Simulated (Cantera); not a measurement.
Feed: 1 mol SiO2, 2.2 mol C, 0.31 mol H2, equilibrated at 1.00 bar.

Cantera equilibrium calculation (NASA polynomials, part measured and part estimated; ideal gas, pure solids and liquids). Candidate condensed phases: C, C6H6, C7H8, C8H18, H2O, Si, SiC, SiO2; 123 gas species. Mutual solubility and eutectic melting of coexisting phases are not modelled. The tables hold silica as quartz up to 1696 K and as liquid above; real silica turns to tridymite and cristobalite and melts near 1996 K. Gases not in the tables: Si2H6 and higher silanes. The numbers say what is thermodynamically allowed, not how fast it happens.

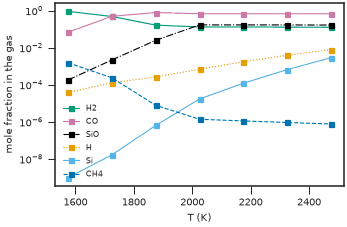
*Equilibrium gas composition (values under 1e-9 drawn at 1e-9)*

Task: Read off the mole fractions at 2475 K.

Result: CO about 0.69, SiO about 0.17, H2 about 0.13, H about 0.0081, Si about 0.0029, CH4 about 7.8e-7.
